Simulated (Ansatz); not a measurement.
# SiH3F + H radical: a complex and its separated parts

The complex below is one end of an elementary step. How strongly is it bound against its free parts?

The runs use Ansatz 0.2.0, Gaussian basis; PBE0-D4/def2-TZVP structures, single points in def2-TZVPP, no counterpoise correction.

Levels: SPW92, PBE-D4, BLYP-D4, r2SCAN-D4, B97M-V, PBE0-D4, B3LYP-D4, r2SCAN0-D4, BHLYP-D4, CAM-B3LYP-D4, wB97X-V, wB97M-V, B2PLYP, PBE-QIDH, Hartree-Fock, MP2, CCSD, CCSD(T).

Cores are frozen in the correlated methods. Orbitals are unrestricted. B3LYP uses VWN-RPA correlation. B2PLYP carries no dispersion term here.

78 further runs of the same task are left out: 78 set aside as unsound or not needed.

**1. Starting geometry**

The complex: 6 atoms, charge 0, spin multiplicity 2.

Atoms are counted from 1 here; the program's logs count them from 0.

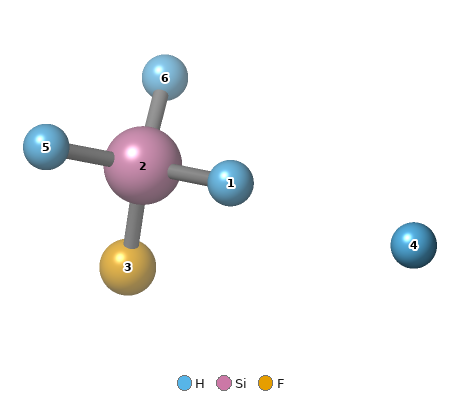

The starting geometry (hydrogen blue, silicon pink, fluorine amber); atoms are numbered from 1 in the order of the file.

Geometry (Å):

```xyz
6
charge 0, multiplicity 2
H    -0.6358    0.2821    0.2701
Si    0.6882   -0.2777   -0.0898
F     0.7267   -0.5000   -1.6737
H    -3.4462    1.4169    0.6489
H     1.7703    0.6667    0.2746
H     0.8967   -1.5881    0.5697
```

Its parts: SiH3F holds atoms 1, 2, 3, 5, 6; H radical holds atoms 4. Each part counts its atoms afresh in its own runs.

**2. Relaxing SiH3F alone**

Contents of relax-a/in.yaml:

```yaml
crystal:
  periodic: [false, false, false]
  atoms:
    - {symbol: H, position_ang: [-0.635768, 0.282125, 0.270138]}
    - {symbol: Si, position_ang: [0.688200, -0.277670, -0.089757]}
    - {symbol: F, position_ang: [0.726695, -0.499978, -1.673673]}
    - {symbol: H, position_ang: [1.770288, 0.666685, 0.274568]}
    - {symbol: H, position_ang: [0.896692, -1.588071, 0.569681]}
basis:
  gaussian: {orbitals: def2-TZVP}
hamiltonian: {xc: pbe0, dispersion: d4}
relax: {f_tol: 0.005, max_steps: 200}
```

On the command line:

```sh
ansatz run in.yaml --threads 2 --pin off --events-out ev --progress --plain --max-ram 4352MiB
```

Log:

```text
Functional definition: PBE0
  name "PBE0"
  cite "Adamo & Barone, J. Chem. Phys. 110, 6158 (1999) doi:10.1063/1.478522"
  cite "Perdew, Burke & Ernzerhof, Phys. Rev. Lett. 77, 3865 (1996) doi:10.1103/PhysRevLett.77.3865"
  parent pbe
  parameter a = 0.25
  parameter kappa = 0.804
  parameter beta = 0.06672455060314922
  exchange = (1 - a)*pbe_x(kappa = kappa, mu = beta*pi^2/3) + a*exact_x
  correlation = pbe_c(beta = beta)
556 factors; their error is unknown
mean field evaluation 1: about -10638.8771 eV, gradient 3.0e1 eV
mean field evaluation 2: about -10637.2847 eV, gradient 4.6e1 eV
mean field evaluation 4: about -10640.1057 eV, gradient 4.5e-1 eV
mean field evaluation 8: about -10640.1497 eV, gradient 3.5e-3 eV
mean field -10640.14967669 eV, -391.0182884658 hartree, gradient 4.3e-5 eV, S^2 0.000000; 0 other end points of the search recorded, 0 dependent functions left out
the calculation of the forces begins
reference -10640.14970110 eV, -391.0182893628 hartree; 13, 13 occupied and 73, 73 virtual orbitals, 556 factors
relax step   1: F+E_penalty+E_count = -10640.18812287 eV  Δ(F+E_penalty+E_count) = +0.000e0 eV  max|allowed force component| = 2.150e-3 eV/Å  Δτ_max = 0.0000 Å  (20 SCF iters, accepted)
Total energy: -10640.18814728 eV, -391.0197022339 hartree
Atom 0 at    -0.635768     0.282125     0.270138 Å, force     0.001341     0.000123     0.000229 eV/Å
Atom 1 at     0.688200    -0.277670    -0.089757 Å, force    -0.000610    -0.001307    -0.002150 eV/Å
Atom 2 at     0.726695    -0.499978    -1.673673 Å, force    -0.000254     0.000464     0.000308 eV/Å
Atom 3 at     1.770288     0.666685     0.274568 Å, force    -0.000058     0.001483     0.000622 eV/Å
Atom 4 at     0.896692    -1.588071     0.569681 Å, force    -0.000418    -0.000762     0.000991 eV/Å
Dipole moment:    -0.006417     0.036848     0.261731 e Å
```

Wall time 0.6 s (2 threads of Intel Xeon Platinum 8488C, shared host).

Close pairs (by a distance rule), those that changed most:

| bond | before (Å) | after (Å) | change (Å) |
| --- | --- | --- | --- |
| H1–Si2 | 1.482 | 1.482 | +0.000 |
| Si2–F3 | 1.600 | 1.600 | +0.000 |
| Si2–H4 | 1.482 | 1.482 | +0.000 |
| Si2–H5 | 1.482 | 1.482 | +0.000 |

**3. SPW92/def2-TZVPP**

Contents of parta/in.yaml:

```yaml
crystal:
  periodic: [false, false, false]
  atoms:
    - {symbol: H, position_ang: [-0.635768, 0.282125, 0.270138]}
    - {symbol: Si, position_ang: [0.688200, -0.277670, -0.089757]}
    - {symbol: F, position_ang: [0.726695, -0.499978, -1.673673]}
    - {symbol: H, position_ang: [1.770288, 0.666685, 0.274568]}
    - {symbol: H, position_ang: [0.896692, -1.588071, 0.569681]}
basis:
  gaussian: {orbitals: def2-TZVPP}
hamiltonian: {xc: lda}
```

On the command line:

```sh
ansatz run in.yaml --threads 2 --pin off --events-out ev --progress --plain --max-ram 4352MiB
```

Log:

```text
Functional definition: SPW92
  name "SPW92"
  cite "Dirac, Proc. Camb. Phil. Soc. 26, 376 (1930) doi:10.1017/S0305004100016108"
  cite "Slater, Phys. Rev. 81, 385 (1951) doi:10.1103/PhysRev.81.385"
  cite "Perdew & Wang, Phys. Rev. B 45, 13244 (1992) doi:10.1103/PhysRevB.45.13244"
  exchange = slater_x
  correlation = pw_c
621 factors; their error is unknown
mean field evaluation 1: about -10594.5937 eV, gradient 3.3e1 eV
mean field evaluation 2: about -10590.6349 eV, gradient 6.5e1 eV
mean field evaluation 4: about -10596.3526 eV, gradient 1.4e0 eV
mean field evaluation 8: about -10596.3389 eV, gradient 3.0e-2 eV
mean field -10596.33888155 eV, -389.4082714405 hartree, gradient 1.6e-5 eV, S^2 0.000000; 0 other end points of the search recorded, 0 dependent functions left out
reference -10596.33891123 eV, -389.4082725313 hartree; 13, 13 occupied and 102, 102 virtual orbitals, 621 factors
Total energy: -10596.33891123 eV, -389.4082725313 hartree
```

It took 0.4 s on 2 threads of Intel Xeon Platinum 8488C, shared host.

**4. PBE-D4/def2-TZVPP**

Changes to parta/in.yaml since step 3:

```diff
@@ -10,2 +10,2 @@
   gaussian: {orbitals: def2-TZVPP}
-hamiltonian: {xc: lda}
+hamiltonian: {xc: pbe, dispersion: d4}
```

On the command line:

```sh
ansatz run in.yaml --threads 2 --pin off --events-out ev --progress --plain --max-ram 4352MiB
```

Log:

```text
Functional definition: PBE
  name "PBE"
[... 4 set-up lines as earlier in the session ...]
  exchange = pbe_x(kappa = kappa, mu = beta*pi^2/3)
[... 1 set-up line as earlier in the session ...]
621 factors; their error is unknown
mean field evaluation 1: about -10637.4630 eV, gradient 3.4e1 eV
mean field evaluation 2: about -10633.0564 eV, gradient 6.8e1 eV
mean field evaluation 4: about -10639.2831 eV, gradient 1.1e0 eV
mean field evaluation 8: about -10639.2672 eV, gradient 2.7e-2 eV
mean field -10639.26720765 eV, -390.9858583268 hartree, gradient 2.0e-5 eV, S^2 0.000000; 0 other end points of the search recorded, 0 dependent functions left out
reference -10639.26723919 eV, -390.9858594859 hartree; 13, 13 occupied and 102, 102 virtual orbitals, 621 factors
Total energy: -10639.31418200 eV, -390.9875846024 hartree
```

Wall time 0.55 s (2 threads of Intel Xeon Platinum 8488C, shared host).

**5. BLYP-D4/def2-TZVPP**

Changes to parta/in.yaml since step 4:

```diff
@@ -10,2 +10,2 @@
   gaussian: {orbitals: def2-TZVPP}
-hamiltonian: {xc: pbe, dispersion: d4}
+hamiltonian: {xc: {name: BLYP}, dispersion: d4}
```

On the command line:

```sh
ansatz run in.yaml --threads 2 --pin off --events-out ev --progress --plain --max-ram 4352MiB
```

Log:

```text
Functional definition: BLYP
  name "BLYP"
  cite "Becke, Phys. Rev. A 38, 3098 (1988) doi:10.1103/PhysRevA.38.3098"
  cite "Lee, Yang & Parr, Phys. Rev. B 37, 785 (1988) doi:10.1103/PhysRevB.37.785"
  parameter beta = 0.0042
  parameter a = 0.04918
  parameter b = 0.132
  parameter c = 0.2533
  parameter d = 0.349
  exchange = b88_x(beta = beta)
  correlation = lyp_c(a = a, b = b, c = c, d = d)
621 factors; their error is unknown
mean field evaluation 1: about -10643.7102 eV, gradient 3.7e1 eV
mean field evaluation 2: about -10638.1006 eV, gradient 7.5e1 eV
mean field evaluation 4: about -10645.8621 eV, gradient 1.2e0 eV
mean field evaluation 8: about -10645.8467 eV, gradient 3.5e-2 eV
mean field -10645.84667880 eV, -391.2276494317 hartree, gradient 7.7e-5 eV, S^2 0.000000; 0 other end points of the search recorded, 0 dependent functions left out
reference -10645.84694374 eV, -391.2276591683 hartree; 13, 13 occupied and 102, 102 virtual orbitals, 621 factors
Total energy: -10645.95550244 eV, -391.2316486269 hartree
```

It took 0.75 s on 2 threads of Intel Xeon Platinum 8488C, shared host.

**6. r2SCAN-D4/def2-TZVPP**

Changes to parta/in.yaml since step 5:

```diff
@@ -10,2 +10,2 @@
   gaussian: {orbitals: def2-TZVPP}
-hamiltonian: {xc: {name: BLYP}, dispersion: d4}
+hamiltonian: {xc: r2scan, dispersion: d4}
```

On the command line:

```sh
ansatz run in.yaml --threads 2 --pin off --events-out ev --progress --plain --max-ram 4352MiB
```

Log:

```text
Functional definition: r2SCAN
  name "r2SCAN"
  cite "Furness, Kaplan, Ning, Perdew & Sun, J. Phys. Chem. Lett. 11, 8208 (2020) doi:10.1021/acs.jpclett.0c02405"
  cite "Furness, Kaplan, Ning, Perdew & Sun, J. Phys. Chem. Lett. 11, 9248 (2020) doi:10.1021/acs.jpclett.0c03077"
  parent r2scan
  parameter k0 = 0.174
  parameter k1 = 0.065
  parameter a1 = 4.9479
  exchange = r2scan_x(k0 = k0, k1 = k1, a1 = a1)
  correlation = r2scan_c
621 factors; their error is unknown
mean field evaluation 1: about -10642.8604 eV, gradient 3.2e1 eV
mean field evaluation 2: about -10640.1151 eV, gradient 5.6e1 eV
mean field evaluation 4: about -10644.3357 eV, gradient 8.1e-1 eV
mean field evaluation 8: about -10644.3184 eV, gradient 1.3e-1 eV
mean field -10644.31846796 eV, -391.1714887193 hartree, gradient 8.8e-6 eV, S^2 0.000000; 0 other end points of the search recorded, 0 dependent functions left out
reference -10644.31847765 eV, -391.1714890754 hartree; 13, 13 occupied and 102, 102 virtual orbitals, 621 factors
Total energy: -10644.32899628 eV, -391.1718756281 hartree
```

Run time: 1.3 s. Hardware: 2 threads of Intel Xeon Platinum 8488C, shared host.

**7. B97M-V/def2-TZVPP**

Changes to parta/in.yaml since step 6:

```diff
@@ -10,2 +10,2 @@
   gaussian: {orbitals: def2-TZVPP}
-hamiltonian: {xc: r2scan, dispersion: d4}
+hamiltonian: {xc: {name: B97M-V}}
```

On the command line:

```sh
ansatz run in.yaml --threads 2 --pin off --events-out ev --progress --plain --max-ram 4352MiB
```

Log:

```text
Functional definition: B97M-V
  name "B97M-V"
  cite "Mardirossian & Head-Gordon, J. Chem. Phys. 142, 074111 (2015) doi:10.1063/1.4907719"
  cite "Becke, J. Chem. Phys. 107, 8554 (1997) doi:10.1063/1.475007"
  cite "Vydrov & Van Voorhis, J. Chem. Phys. 133, 244103 (2010) doi:10.1063/1.3521275"
  # Of w^i u^j: cxij and so on, Table III.
  parameter cx00 = 1.000
  parameter cx01 = 1.308
  parameter cx02 = 1.901
  parameter cx10 = 0.416
  parameter cx11 = 3.070
  parameter css00 = 1.000
  parameter css02 = -1.855
  parameter css10 = -5.668
  parameter css32 = -20.497
  parameter css42 = -20.364
  parameter cos00 = 1.000
  parameter cos01 = 1.573
  parameter cos03 = -6.298
  parameter cos10 = 2.535
  parameter cos32 = -6.427
  parameter b = 6.0
  parameter c = 0.01
  gx(w, u) = cx00 + cx01*u + cx02*u^2 + (cx10 + cx11*u)*w
  gss(w, u) = css00 + css02*u^2 + css10*w + (css32*w^3 + css42*w^4)*u^2
  gos(w, u) = cos00 + cos01*u + cos03*u^3 + cos10*w + cos32*w^3*u^2
  exchange = spin_sum(e_x_unif_s*gx(b97_w, b97_u_x))
  correlation = spin_sum(e_c_pw_mod_same_spin*gss(b97_w, b97_u_same))
      + integral(e_c_pw_mod_opposite_spin*gos(b97_w_opposite, b97_u_opposite)) + vv10(b, c)
621 factors; their error is unknown
mean field evaluation 1: about -10641.6104 eV, gradient 3.2e1 eV
mean field evaluation 2: about -10638.7409 eV, gradient 5.6e1 eV
mean field evaluation 4: about -10643.2046 eV, gradient 8.9e-1 eV
mean field evaluation 8: about -10643.1935 eV, gradient 1.2e-1 eV
mean field evaluation 16: about -10643.1935 eV, gradient 3.6e-5 eV
mean field -10643.19347092 eV, -391.1301458408 hartree, gradient 3.6e-5 eV, S^2 0.000000; 0 other end points of the search recorded, 0 dependent functions left out
reference -10643.19351964 eV, -391.1301476311 hartree; 13, 13 occupied and 102, 102 virtual orbitals, 621 factors
Total energy: -10643.19351964 eV, -391.1301476311 hartree
```

Wall time 2.6 s (2 threads of Intel Xeon Platinum 8488C, shared host).

**8. PBE0-D4/def2-TZVPP**

Changes to parta/in.yaml since step 7:

```diff
@@ -10,2 +10,3 @@
   gaussian: {orbitals: def2-TZVPP}
-hamiltonian: {xc: {name: B97M-V}}
+hamiltonian: {xc: pbe0, dispersion: d4}
+output: {orbitals: {seedname: orbitals}}
```

On the command line:

```sh
ansatz run in.yaml --threads 2 --pin off --events-out ev --progress --plain --max-ram 4352MiB
```

Log:

```text
[... 10 set-up lines as earlier in the session ...]
624 factors; their error is unknown
mean field evaluation 1: about -10638.9043 eV, gradient 3.0e1 eV
mean field evaluation 2: about -10637.3191 eV, gradient 4.6e1 eV
mean field evaluation 4: about -10640.1376 eV, gradient 4.5e-1 eV
mean field evaluation 8: about -10640.1634 eV, gradient 4.5e-3 eV
mean field -10640.16338773 eV, -391.0187923373 hartree, gradient 7.8e-5 eV, S^2 0.000000; 0 other end points of the search recorded, 0 dependent functions left out
reference -10640.16341152 eV, -391.0187932117 hartree; 13, 13 occupied and 102, 102 virtual orbitals, 624 factors
Total energy: -10640.20185771 eV, -391.0202060828 hartree
```

It took 0.75 s on 2 threads of Intel Xeon Platinum 8488C, shared host.

**9. B3LYP-D4/def2-TZVPP**

Changes to parta/in.yaml since step 8:

```diff
@@ -10,3 +10,2 @@
   gaussian: {orbitals: def2-TZVPP}
-hamiltonian: {xc: pbe0, dispersion: d4}
-output: {orbitals: {seedname: orbitals}}
+hamiltonian: {xc: {name: B3LYP}, dispersion: d4}
```

On the command line:

```sh
ansatz run in.yaml --threads 2 --pin off --events-out ev --progress --plain --max-ram 4352MiB
```

Log:

```text
Functional definition: B3LYP
  name "B3LYP"
  cite "Stephens, Devlin, Chabalowski & Frisch, J. Phys. Chem. 98, 11623 (1994) doi:10.1021/j100096a001"
[... 2 set-up lines as earlier in the session ...]
  cite "Vosko, Wilk & Nusair, Can. J. Phys. 58, 1200 (1980) doi:10.1139/p80-159"
  parameter a0 = 0.2
  parameter ax = 0.72
  parameter ac = 0.81
  exchange = (1 - a0 - ax)*slater_x + ax*b88_x + a0*exact_x
  correlation = (1 - ac)*vwn_rpa_c + ac*lyp_c
624 factors; their error is unknown
mean field evaluation 1: about -10645.4658 eV, gradient 3.3e1 eV
mean field evaluation 2: about -10643.0538 eV, gradient 5.5e1 eV
mean field evaluation 4: about -10646.9941 eV, gradient 5.8e-1 eV
mean field evaluation 8: about -10647.0114 eV, gradient 1.3e-1 eV
mean field -10647.01142294 eV, -391.2704529894 hartree, gradient 5.7e-5 eV, S^2 0.000000; 0 other end points of the search recorded, 0 dependent functions left out
reference -10647.01162090 eV, -391.2704602644 hartree; 13, 13 occupied and 102, 102 virtual orbitals, 624 factors
Total energy: -10647.08797658 eV, -391.2732662838 hartree
```

Run time: 0.8 s. Hardware: 2 threads of Intel Xeon Platinum 8488C, shared host.

**10. r2SCAN0-D4/def2-TZVPP**

Changes to parta/in.yaml since step 9:

```diff
@@ -10,2 +10,2 @@
   gaussian: {orbitals: def2-TZVPP}
-hamiltonian: {xc: {name: B3LYP}, dispersion: d4}
+hamiltonian: {xc: {name: r2SCAN0}, dispersion: d4}
```

On the command line:

```sh
ansatz run in.yaml --threads 2 --pin off --events-out ev --progress --plain --max-ram 4352MiB
```

Log:

```text
Functional definition: r2SCAN0
  name "r2SCAN0"
  cite "Bursch, Neugebauer, Ehlert & Grimme, J. Chem. Phys. 156, 134105 (2022) doi:10.1063/5.0086040"
[... 7 set-up lines as earlier in the session ...]
  exchange = (1 - a)*r2scan_x(k0 = k0, k1 = k1, a1 = a1) + a*exact_x
[... 1 set-up line as earlier in the session ...]
624 factors; their error is unknown
mean field evaluation 1: about -10642.7212 eV, gradient 2.9e1 eV
mean field evaluation 2: about -10641.6628 eV, gradient 4.1e1 eV
mean field evaluation 4: about -10643.8579 eV, gradient 4.1e-1 eV
mean field evaluation 8: about -10643.8844 eV, gradient 5.2e-3 eV
mean field -10643.88439710 eV, -391.1555369093 hartree, gradient 1.9e-5 eV, S^2 0.000000; 0 other end points of the search recorded, 0 dependent functions left out
reference -10643.88440480 eV, -391.1555371925 hartree; 13, 13 occupied and 102, 102 virtual orbitals, 624 factors
Total energy: -10643.89664994 eV, -391.1559871930 hartree
```

Wall time 1.2 s (2 threads of Intel Xeon Platinum 8488C, shared host).

**11. BHLYP-D4/def2-TZVPP**

Changes to parta/in.yaml since step 10:

```diff
@@ -10,2 +10,2 @@
   gaussian: {orbitals: def2-TZVPP}
-hamiltonian: {xc: {name: r2SCAN0}, dispersion: d4}
+hamiltonian: {xc: {name: BHLYP}, dispersion: d4}
```

On the command line:

```sh
ansatz run in.yaml --threads 2 --pin off --events-out ev --progress --plain --max-ram 4352MiB
```

Log:

```text
Functional definition: BHLYP
  name "BHLYP"
  cite "Becke, J. Chem. Phys. 98, 1372 (1993) doi:10.1063/1.464304"
[... 2 set-up lines as earlier in the session ...]
  parameter a = 0.5
  exchange = (1 - a)*b88_x + a*exact_x
  correlation = lyp_c
662 factors; their error is unknown
mean field evaluation 1: about -10644.1120 eV, gradient 2.9e1 eV
mean field evaluation 2: about -10643.7103 eV, gradient 3.5e1 eV
mean field evaluation 4: about -10645.2919 eV, gradient 1.9e-1 eV
mean field evaluation 8: about -10645.3617 eV, gradient 1.9e-2 eV
mean field -10645.36169470 eV, -391.2098265948 hartree, gradient 1.4e-5 eV, S^2 0.000000; 0 other end points of the search recorded, 0 dependent functions left out
reference -10645.36182910 eV, -391.2098315341 hartree; 13, 13 occupied and 102, 102 virtual orbitals, 662 factors
Total energy: -10645.41596546 eV, -391.2118210085 hartree
```

It took 0.85 s on 2 threads of Intel Xeon Platinum 8488C, shared host.

**12. CAM-B3LYP-D4/def2-TZVPP**

Changes to parta/in.yaml since step 11:

```diff
@@ -10,2 +10,2 @@
   gaussian: {orbitals: def2-TZVPP}
-hamiltonian: {xc: {name: BHLYP}, dispersion: d4}
+hamiltonian: {xc: {name: CAM-B3LYP}, dispersion: d4}
```

On the command line:

```sh
ansatz run in.yaml --threads 2 --pin off --events-out ev --progress --plain --max-ram 4352MiB
```

Log:

```text
Functional definition: CAM-B3LYP
  name "CAM-B3LYP"
  cite "Yanai, Tew & Handy, Chem. Phys. Lett. 393, 51 (2004) doi:10.1016/j.cplett.2004.06.011"
  cite "Iikura, Tsuneda, Yanai & Hirao, J. Chem. Phys. 115, 3540 (2001) doi:10.1063/1.1383587"
[... 3 set-up lines as earlier in the session ...]
  parameter alpha = 0.19
  parameter beta = 0.46
  parameter omega = 0.33/bohr
[... 1 set-up line as earlier in the session ...]
  # Exact exchange under (alpha + beta erf(omega r))/r, Becke's under what is left of 1/r.
  exchange = (1 - alpha - beta)*b88_x + beta*b88_x_sr(omega) + alpha*exact_x + beta*exact_x_lr(omega)
  correlation = (1 - ac)*vwn5_c + ac*lyp_c
624 factors; their error is unknown
153 factors; integrals over basis functions are off by at most 1.3e-5 eV
mean field evaluation 1: about -10644.5037 eV, gradient 3.2e1 eV
mean field evaluation 2: about -10643.4498 eV, gradient 4.4e1 eV
mean field evaluation 4: about -10645.8553 eV, gradient 2.1e-1 eV
mean field evaluation 8: about -10645.8706 eV, gradient 1.6e-2 eV
mean field -10645.87063183 eV, -391.2285296893 hartree, gradient 5.4e-5 eV, S^2 0.000000; 0 other end points of the search recorded, 0 dependent functions left out
reference -10645.87072803 eV, -391.2285332247 hartree; 13, 13 occupied and 102, 102 virtual orbitals, 624 factors
Total energy: -10645.90889100 eV, -391.2299356882 hartree
```

Wall time 1.1 s (2 threads of Intel Xeon Platinum 8488C, shared host).

**13. wB97X-V/def2-TZVPP**

Changes to parta/in.yaml since step 12:

```diff
@@ -10,2 +10,2 @@
   gaussian: {orbitals: def2-TZVPP}
-hamiltonian: {xc: {name: CAM-B3LYP}, dispersion: d4}
+hamiltonian: {xc: {name: wB97X-V}}
```

On the command line:

```sh
ansatz run in.yaml --threads 2 --pin off --events-out ev --progress --plain --max-ram 4352MiB
```

Log:

```text
Functional definition: wB97X-V
  name "wB97X-V"
  cite "Mardirossian & Head-Gordon, Phys. Chem. Chem. Phys. 16, 9904 (2014) doi:10.1039/C3CP54374A"
[... 2 set-up lines as earlier in the session ...]
  parameter omega = 0.3/bohr
  parameter cx = 0.167
  parameter cx1 = 0.603
  parameter cx2 = 1.194
  parameter css0 = 0.556
  parameter css1 = -0.257
  parameter cos0 = 1.219
  parameter cos1 = -1.850
[... 2 set-up lines as earlier in the session ...]
  exchange = spin_sum(e_x_unif_sr(omega)*poly(b97_u_x, 1 - cx, cx1, cx2)) + cx*exact_x_sr(omega) + exact_x_lr(omega)
  correlation = spin_sum(e_c_pw_same_spin*poly(b97_u_same, css0, css1))
      + integral(e_c_pw_opposite_spin*poly(b97_u_opposite, cos0, cos1)) + vv10(b, c)
624 factors; their error is unknown
142 factors; integrals over basis functions are off by at most 1.1e-5 eV
mean field evaluation 1: about -10642.7165 eV, gradient 3.0e1 eV
mean field evaluation 2: about -10642.5155 eV, gradient 3.5e1 eV
mean field evaluation 4: about -10644.0510 eV, gradient 2.6e-1 eV
mean field evaluation 8: about -10644.0676 eV, gradient 3.4e-3 eV
mean field -10644.06755728 eV, -391.1622679218 hartree, gradient 1.8e-5 eV, S^2 0.000000; 0 other end points of the search recorded, 0 dependent functions left out
reference -10644.06755567 eV, -391.1622678628 hartree; 13, 13 occupied and 102, 102 virtual orbitals, 624 factors
Total energy: -10644.06755567 eV, -391.1622678628 hartree
```

Wall time 1.8 s (2 threads of Intel Xeon Platinum 8488C, shared host).

[end of part 1 of 2]
